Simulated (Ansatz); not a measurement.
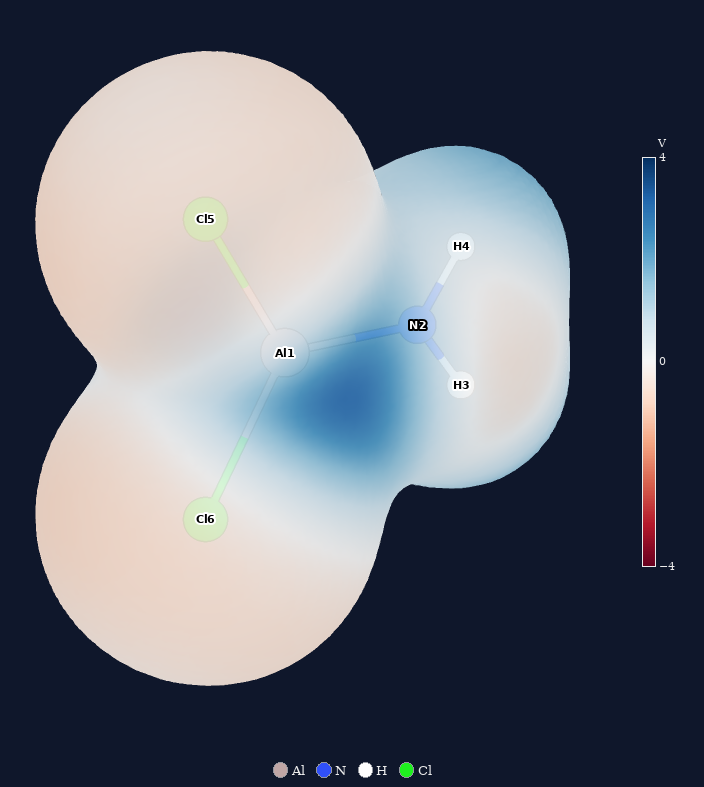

*AlCl$_{2}$H$_{2}$N. The electrostatic potential painted on the density surface at 0.002 e/bohr³, seen at a tilt; the colour scale runs from red (negative) to blue (positive).*

Computed with RKS PBE0-D4/def2-SVP in Ansatz 0.2.0.

```xyz
6

Al    0.0000    0.0000    0.0470
N     0.0000    0.0000    1.7993
H    -0.8326   -0.0459    2.3753
H     0.8326    0.0459    2.3753
Cl    1.8057    0.0992   -1.0035
Cl   -1.8057   -0.0992   -1.0035
```

**Where is the surface potential most negative and most positive?**

The most negative region (about −0.7 V) lies over Cl5 and Cl6, the most positive (about +3.0 V) over Al1.
